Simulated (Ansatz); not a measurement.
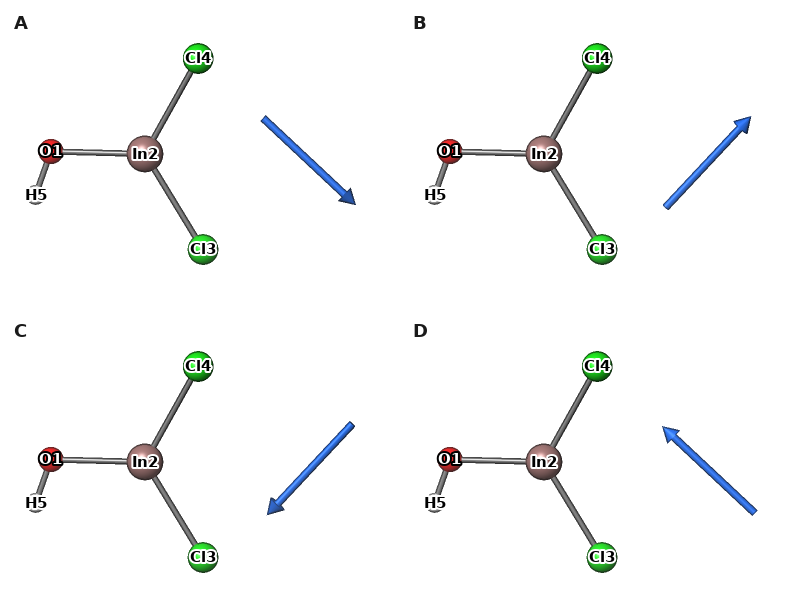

The same molecule four times, each with an arrow. Computed geometry: PBE-D4/def2-SVP optimisation. No frequency run is at hand to confirm it as a minimum. Properties computed with RKS PBE-D4/def2-SVP, core potentials on In (Ansatz 0.2.0).

**Which arrow points along the dipole moment, from the negative to the positive end?**

C. The dipole moment is 1.72 D; it points from the side of Cl4 to the side of H5 (the outermost atoms at the two ends).
